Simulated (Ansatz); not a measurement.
## Run report: BH4O2, molecular dynamics (part 5 of 5)

BH4O2, multiplicity 2; UKS revPBE/6-31G* (Ansatz 0.2.0). It belongs to a series of runs on one base structure; here: dynamics from the highest image of the converged band.

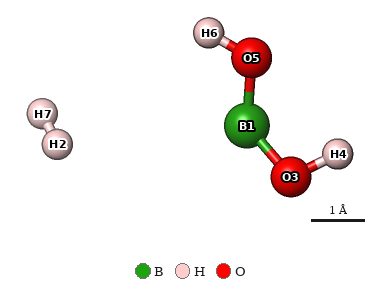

**Figure 1.** The geometry at step 176 of the log (ball-and-stick view, seen at a tilt; atoms are numbered from 1 in the order of the input).

### Trajectory as extended XYZ, continued
```
7
Properties=species:S:1:pos:R:3:forces:R:3 step=152 time_fs=76.0 energy=-4833.41752 temperature=674.5
B     0.1582   -0.3587   -0.5027   -0.2976  -0.0977  -0.2822
H    -0.3987    0.0551    2.9921   -0.6631  -0.3500   0.4523
O     1.3055   -0.0885   -1.2179   -0.8947   0.2910  -0.2996
H     1.0355    0.2861   -2.1064    0.2858  -0.3337   0.4111
O    -1.1216   -0.3809   -1.0743    0.2649   0.1888   0.6048
H    -1.8339   -0.4458   -0.3869    0.6480  -0.0417  -0.4294
H    -0.9760   -0.2336    3.4209    0.6568   0.3433  -0.4570
7
Properties=species:S:1:pos:R:3:forces:R:3 step=154 time_fs=77.0 energy=-4833.43196 temperature=695.7
B     0.1606   -0.3663   -0.5062   -0.3593   0.0017  -0.1160
H    -0.4161    0.0512    3.0134    0.2934   0.1345  -0.2470
O     1.3060   -0.0821   -1.2162   -0.9792   0.1532  -0.5065
H     1.0173    0.2220   -2.1289    0.3769  -0.2458   0.5076
O    -1.1219   -0.3795   -1.0716    0.7912   0.2166   0.0399
H    -1.8328   -0.4192   -0.4039    0.1765  -0.1197   0.0780
H    -0.9692   -0.2352    3.4071   -0.2995  -0.1405   0.2438
7
Properties=species:S:1:pos:R:3:forces:R:3 step=156 time_fs=78.0 energy=-4833.38711 temperature=628.8
B     0.1627   -0.3739   -0.5099   -0.4104   0.1094   0.0643
H    -0.4306    0.0486    3.0324    1.2377   0.6471  -0.8776
O     1.3059   -0.0755   -1.2148   -1.0396  -0.0178  -0.6865
H     1.0027    0.1555   -2.1466    0.4590  -0.1276   0.5684
O    -1.1218   -0.3780   -1.0689    1.3561   0.2071  -0.5592
H    -1.8300   -0.3937   -0.4201   -0.3592  -0.1656   0.6150
H    -0.9653   -0.2382    3.3957   -1.2436  -0.6526   0.8755
7
Properties=species:S:1:pos:R:3:forces:R:3 step=158 time_fs=79.0 energy=-4833.36454 temperature=594.2
B     0.1644   -0.3814   -0.5134   -0.4442   0.2223   0.2601
H    -0.4339    0.0519    3.0434    1.2170   0.6590  -0.8237
O     1.3051   -0.0690   -1.2139   -1.0631  -0.2137  -0.8130
H     0.9926    0.0879   -2.1589    0.5206   0.0135   0.5705
O    -1.1209   -0.3763   -1.0665    1.6342   0.1610  -0.9190
H    -1.8304   -0.3698   -0.4305   -0.6414  -0.1777   0.9030
H    -0.9727   -0.2471    3.3922   -1.2231  -0.6644   0.8221
7
Properties=species:S:1:pos:R:3:forces:R:3 step=160 time_fs=80.0 energy=-4833.37500 temperature=608.1
B     0.1657   -0.3887   -0.5168   -0.4550   0.3365   0.4663
H    -0.4262    0.0611    3.0469    0.2483   0.1258  -0.1893
O     1.3038   -0.0626   -1.2134   -1.0424  -0.4173  -0.8717
H     0.9873    0.0203   -2.1657    0.5547   0.1614   0.5058
O    -1.1190   -0.3746   -1.0646    1.4037   0.1140  -0.8697
H    -1.8368   -0.3476   -0.4326   -0.4544  -0.1891   0.7708
H    -0.9911   -0.2619    3.3962   -0.2548  -0.1314   0.1877
7
Properties=species:S:1:pos:R:3:forces:R:3 step=162 time_fs=81.0 energy=-4833.34328 temperature=559.7
B     0.1666   -0.3957   -0.5197   -0.4410   0.4488   0.6671
H    -0.4161    0.0716    3.0485   -0.7140  -0.4351   0.3872
O     1.3018   -0.0564   -1.2134   -0.9797  -0.6095  -0.8632
H     0.9874   -0.0457   -2.1678    0.5606   0.2977   0.3843
O    -1.1163   -0.3728   -1.0632    0.7855   0.0995  -0.5233
H    -1.8472   -0.3272   -0.4274    0.0817  -0.2307   0.3370
H    -1.0121   -0.2781    3.4020    0.7069   0.4293  -0.3891
7
Properties=species:S:1:pos:R:3:forces:R:3 step=164 time_fs=82.0 energy=-4833.28547 temperature=471.8
B     0.1671   -0.4023   -0.5220   -0.4054   0.5565   0.8389
H    -0.4125    0.0780    3.0537   -1.1646  -0.7146   0.6286
O     1.2992   -0.0507   -1.2140   -0.8853  -0.7757  -0.8032
H     0.9928   -0.1089   -2.1662    0.5437   0.4079   0.2327
O    -1.1131   -0.3709   -1.0622    0.1120   0.1145  -0.1432
H    -1.8569   -0.3091   -0.4191    0.6424  -0.2972  -0.1232
H    -1.0266   -0.2903    3.4043    1.1572   0.7087  -0.6306
7
Properties=species:S:1:pos:R:3:forces:R:3 step=166 time_fs=83.0 energy=-4833.25713 temperature=427.9
B     0.1673   -0.4084   -0.5236   -0.3536   0.6577   0.9585
H    -0.4196    0.0778    3.0646   -1.0398  -0.6522   0.5367
O     1.2961   -0.0453   -1.2151   -0.7731  -0.9101  -0.7180
H     1.0034   -0.1682   -2.1623    0.5125   0.4867   0.0875
O    -1.1098   -0.3690   -1.0612   -0.3538   0.1320   0.0803
H    -1.8605   -0.2938   -0.4118    0.9754  -0.3606  -0.4067
H    -1.0304   -0.2959    3.4008    1.0324   0.6464  -0.5383
7
Properties=species:S:1:pos:R:3:forces:R:3 step=168 time_fs=84.0 energy=-4833.25675 temperature=425.8
B     0.1671   -0.4139   -0.5243   -0.2900   0.7511   1.0095
H    -0.4364    0.0716    3.0805   -0.3388  -0.2267   0.1454
O     1.2925   -0.0406   -1.2166   -0.6554  -1.0161  -0.6342
H     1.0189   -0.2228   -2.1576    0.4746   0.5388  -0.0170
O    -1.1067   -0.3669   -1.0602   -0.4991   0.1267   0.0748
H    -1.8551   -0.2819   -0.4083    0.9770  -0.3952  -0.4323
H    -1.0246   -0.2956    3.3924    0.3317   0.2215  -0.1463
7
Properties=species:S:1:pos:R:3:forces:R:3 step=170 time_fs=85.0 energy=-4833.23164 temperature=386.9
B     0.1667   -0.4188   -0.5241   -0.2174   0.8354   0.9872
H    -0.4562    0.0634    3.0977    0.7517   0.4647  -0.4151
O     1.2885   -0.0364   -1.2184   -0.5382  -1.1019  -0.5687
H     1.0390   -0.2723   -2.1530    0.4333   0.5745  -0.0619
O    -1.1040   -0.3649   -1.0592   -0.3151   0.0842  -0.1641
H    -1.8404   -0.2738   -0.4087    0.6441  -0.3875  -0.1925
H    -1.0159   -0.2933    3.3826   -0.7584  -0.4694   0.4151
7
Properties=species:S:1:pos:R:3:forces:R:3 step=172 time_fs=86.0 energy=-4833.18955 temperature=323.8
B     0.1661   -0.4229   -0.5231   -0.1365   0.9087   0.8999
H    -0.4690    0.0596    3.1111    1.4302   0.9172  -0.7278
O     1.2842   -0.0329   -1.2207   -0.4193  -1.1727  -0.5217
H     1.0632   -0.3163   -2.1490    0.3860   0.6017  -0.0509
O    -1.1014   -0.3627   -1.0583    0.1081   0.0079  -0.5776
H    -1.8198   -0.2693   -0.4109    0.0682  -0.3412   0.2498
H    -1.0143   -0.2954    3.3767   -1.4366  -0.9216   0.7282
7
Properties=species:S:1:pos:R:3:forces:R:3 step=174 time_fs=87.0 energy=-4833.19063 temperature=324.0
B     0.1653   -0.4262   -0.5212   -0.0465   0.9678   0.7668
H    -0.4689    0.0640    3.1178    0.9321   0.6057  -0.4647
O     1.2796   -0.0301   -1.2232   -0.2924  -1.2259  -0.4790
H     1.0911   -0.3546   -2.1455    0.3277   0.6211  -0.0070
O    -1.0987   -0.3606   -1.0577    0.5365  -0.0726  -0.9902
H    -1.7985   -0.2682   -0.4106   -0.5187  -0.2860   0.7086
H    -1.0256   -0.3058    3.3773   -0.9387  -0.6100   0.4654
7
Properties=species:S:1:pos:R:3:forces:R:3 step=176 time_fs=88.0 energy=-4833.19239 temperature=326.1
B     0.1646   -0.4286   -0.5187    0.0517   1.0094   0.6108
H    -0.4602    0.0739    3.1203   -0.1641  -0.1240   0.0435
O     1.2749   -0.0281   -1.2260   -0.1524  -1.2518  -0.4200
H     1.1221   -0.3869   -2.1420    0.2554   0.6257   0.0384
O    -1.0957   -0.3585   -1.0577    0.6468  -0.1116  -1.1274
H    -1.7820   -0.2698   -0.4038   -0.7943  -0.2673   0.8974
H    -1.0456   -0.3218    3.3823    0.1571   0.1196  -0.0428
7
Properties=species:S:1:pos:R:3:forces:R:3 step=178 time_fs=89.0 energy=-4833.16700 temperature=288.1
B     0.1638   -0.4301   -0.5156    0.1523   1.0313   0.4487
H    -0.4529    0.0828    3.1231   -0.9604  -0.6720   0.3847
O     1.2701   -0.0268   -1.2291   -0.0003  -1.2393  -0.3280
H     1.1556   -0.4132   -2.1381    0.1707   0.6065   0.0590
O    -1.0924   -0.3564   -1.0584    0.2873  -0.0911  -0.8296
H    -1.7728   -0.2739   -0.3886   -0.6026  -0.3028   0.6493
H    -1.0642   -0.3368    3.3869    0.9529   0.6673  -0.3841
7
Properties=species:S:1:pos:R:3:forces:R:3 step=180 time_fs=90.0 energy=-4833.15394 temperature=268.2
B     0.1633   -0.4307   -0.5122    0.2454   1.0334   0.2856
H    -0.4545    0.0854    3.1294   -1.1849  -0.8368   0.4652
O     1.2652   -0.0262   -1.2323    0.1568  -1.1827  -0.1965
H     1.1906   -0.4338   -2.1338    0.0799   0.5577   0.0422
O    -1.0889   -0.3544   -1.0596   -0.3546  -0.0446  -0.2325
H    -1.7692   -0.2810   -0.3674   -0.1198  -0.3592   0.1006
H    -1.0741   -0.3456    3.3881    1.1772   0.8322  -0.4646
7
Properties=species:S:1:pos:R:3:forces:R:3 step=182 time_fs=91.0 energy=-4833.16750 temperature=288.2
B     0.1629   -0.4304   -0.5084    0.3207   1.0183   0.1172
H    -0.4670    0.0804    3.1400   -0.8259  -0.5940   0.3051
O     1.2605   -0.0264   -1.2357    0.3089  -1.0861  -0.0335
H     1.2265   -0.4490   -2.1290   -0.0091   0.4822  -0.0075
O    -1.0856   -0.3525   -1.0609   -0.9555  -0.0184   0.3801
H    -1.7667   -0.2915   -0.3452    0.3426  -0.3916  -0.4573
H    -1.0731   -0.3467    3.3849    0.8183   0.5896  -0.3042
7
Properties=species:S:1:pos:R:3:forces:R:3 step=184 time_fs=92.0 energy=-4833.17177 temperature=293.8
B     0.1628   -0.4292   -0.5046    0.3721   0.9898  -0.0625
H    -0.4871    0.0698    3.1534    0.0839   0.0483  -0.0604
O     1.2560   -0.0272   -1.2391    0.4489  -0.9628   0.1396
H     1.2623   -0.4596   -2.1243   -0.0903   0.3915  -0.0697
O    -1.0829   -0.3505   -1.0620   -1.3069  -0.0321   0.8043
H    -1.7611   -0.3058   -0.3273    0.5833  -0.3824  -0.8130
H    -1.0645   -0.3424    3.3790   -0.0910  -0.0523   0.0617
7
Properties=species:S:1:pos:R:3:forces:R:3 step=186 time_fs=93.0 energy=-4833.13885 temperature=244.6
B     0.1630   -0.4271   -0.5008    0.3975   0.9515  -0.2546
H    -0.5063    0.0599    3.1662    1.1425   0.8156  -0.4572
O     1.2517   -0.0286   -1.2425    0.5762  -0.8320   0.2930
H     1.2972   -0.4665   -2.1203   -0.1621   0.3032  -0.1168
O    -1.0809   -0.3486   -1.0626   -1.3448  -0.0784   0.9577
H    -1.7501   -0.3236   -0.3170    0.5399  -0.3406  -0.8809
H    -1.0570   -0.3386    3.3737   -1.1492  -0.8194   0.4588
7
Properties=species:S:1:pos:R:3:forces:R:3 step=188 time_fs=94.0 energy=-4833.12908 temperature=230.1
B     0.1636   -0.4241   -0.4973    0.3970   0.9058  -0.4513
H    -0.5150    0.0574    3.1748    1.3765   0.9991  -0.5256
O     1.2478   -0.0305   -1.2456    0.6959  -0.7103   0.4002
H     1.3305   -0.4705   -2.1174   -0.2273   0.2330  -0.1267
O    -1.0797   -0.3467   -1.0626   -1.0872  -0.1352   0.8293
H    -1.7341   -0.3448   -0.3149    0.2283  -0.2895  -0.6533
H    -1.0599   -0.3424    3.3726   -1.3831  -1.0028   0.5274
7
Properties=species:S:1:pos:R:3:forces:R:3 step=190 time_fs=95.0 energy=-4833.15847 temperature=273.1
B     0.1646   -0.4204   -0.4941    0.3706   0.8530  -0.6364
H    -0.5114    0.0639    3.1786    0.5097   0.3682  -0.2043
O     1.2443   -0.0328   -1.2485    0.8149  -0.6047   0.4507
H     1.3617   -0.4722   -2.1156   -0.2902   0.1869  -0.0952
O    -1.0792   -0.3449   -1.0621   -0.6197  -0.1750   0.4760
H    -1.7160   -0.3687   -0.3189   -0.2687  -0.2564  -0.1970
H    -1.0754   -0.3553    3.3762   -0.5165  -0.3721   0.2062
7
Properties=species:S:1:pos:R:3:forces:R:3 step=192 time_fs=96.0 energy=-4833.14583 temperature=254.2
B     0.1658   -0.4159   -0.4915    0.3178   0.7923  -0.7877
H    -0.5029    0.0738    3.1805   -0.5353  -0.4124   0.1559
O     1.2412   -0.0355   -1.2512    0.9362  -0.5098   0.4548
H     1.3901   -0.4721   -2.1148   -0.3515   0.1593  -0.0396
O    -1.0791   -0.3432   -1.0614   -0.1290  -0.1814   0.0742
H    -1.7005   -0.3951   -0.3248   -0.7662  -0.2564   0.2964
H    -1.0957   -0.3716    3.3818    0.5281   0.4083  -0.1540
7
Properties=species:S:1:pos:R:3:forces:R:3 step=194 time_fs=97.0 energy=-4833.10767 temperature=197.1
B     0.1674   -0.4106   -0.4896    0.2380   0.7221  -0.8841
H    -0.4992    0.0800    3.1838   -1.1068  -0.8496   0.3397
O     1.2388   -0.0385   -1.2535    1.0564  -0.4134   0.4371
H     1.4152   -0.4705   -2.1143   -0.4068   0.1366   0.0094
O    -1.0791   -0.3417   -1.0606    0.1262  -0.1751  -0.1001
H    -1.6922   -0.4239   -0.3281   -1.0064  -0.2658   0.5358
H    -1.1113   -0.3842    3.3861    1.0993   0.8453  -0.3379
7
Properties=species:S:1:pos:R:3:forces:R:3 step=196 time_fs=98.0 energy=-4833.11021 temperature=200.8
B     0.1692   -0.4048   -0.4886    0.1328   0.6419  -0.9145
H    -0.5058    0.0784    3.1902   -1.0977  -0.8499   0.3279
O     1.2370   -0.0417   -1.2556    1.1678  -0.3050   0.4248
H     1.4363   -0.4676   -2.1138   -0.4488   0.1057   0.0227
O    -1.0789   -0.3402   -1.0599   -0.0026  -0.2110   0.1176
H    -1.6933   -0.4553   -0.3264   -0.8417  -0.2272   0.3477
H    -1.1167   -0.3890    3.3872    1.0903   0.8455  -0.3261
7
Properties=species:S:1:pos:R:3:forces:R:3 step=198 time_fs=99.0 energy=-4833.14475 temperature=252.3
B     0.1711   -0.3983   -0.4883    0.0080   0.5544  -0.8833
H    -0.5225    0.0689    3.1997   -0.5105  -0.4038   0.1349
O     1.2359   -0.0452   -1.2575    1.2622  -0.1822   0.4351
H     1.4532   -0.4636   -2.1131   -0.4722   0.0607  -0.0142
O    -1.0789   -0.3388   -1.0590   -0.4079  -0.3198   0.5986
H    -1.7022   -0.4888   -0.3217   -0.3829  -0.1087  -0.1381
H    -1.1120   -0.3860    3.3854    0.5034   0.3995  -0.1331
7
Properties=species:S:1:pos:R:3:forces:R:3 step=200 time_fs=100.0 energy=-4833.14416 temperature=251.1
B     0.1730   -0.3914   -0.4888   -0.1271   0.4645  -0.8066
H    -0.5438    0.0558    3.2103    0.5364   0.4078  -0.1907
O     1.2355   -0.0487   -1.2590    1.3367  -0.0537   0.4683
H     1.4656   -0.4591   -2.1125   -0.4781   0.0061  -0.0942
O    -1.0790   -0.3377   -1.0579   -0.8422  -0.4723   1.0608
H    -1.7148   -0.5233   -0.3182    0.1173   0.0595  -0.6302
H    -1.1028   -0.3794    3.3823   -0.5430  -0.4120   0.1926
```

The run was set up as follows.

### Input
```yaml
crystal:
  periodic: [false, false, false]
  atoms:
    - { symbol: B, position_ang: [0.05814, -0.178231, -0.493167] }
    - { symbol: H, position_ang: [-0.129855, 0.119926, 2.426946] }
    - { symbol: O, position_ang: [1.250383, -0.029037, -1.164793] }
    - { symbol: H, position_ang: [1.775368, -0.847127, -1.249407] }
    - { symbol: O, position_ang: [-1.110015, -0.515881, -1.130221] }
    - { symbol: H, position_ang: [-1.847608, -0.515993, -0.488819] }
    - { symbol: H, position_ang: [-0.206312, 0.167743, 3.173062] }
magnetization:
  spin_polarized: true
  initial_magnetization: 1
basis:
  gaussian: { orbitals: "6-31G*" }
hamiltonian:
  xc: revpbe
md:
  timestep: 0.5
  n_steps: 200
  ensemble: nve
  temperature: 300.0
  initial_velocities: maxwell_boltzmann
  seed: 10034
```

Launch command:
```bash
ansatz run input.yaml --threads 1 --pin off --max-ram 2048MiB --backend cpu --events-out ev --progress --plain --runs-dir out
```

### Summary

- outcome: finished
- mean temperature over the second half: 346 K
- trajectory: 200 steps, 100 fs
- ensemble: nve
- temperature in the input: 300.0 K
- time step: 0.5 fs
- potential energy (last step): −4833.1442 eV
- mean-field energy (last step): −4833.1442 eV
- ⟨S²⟩ (last step): 0.753
- largest force (length of the vector) (last step): 1.434 eV/Å
- hardware: 1 thread of Arm Neoverse V1, 24 GiB of memory available, shared host
- wall time: 5.5 min
- peak memory: 0.11 GiB

So short a trajectory is not equilibrated.
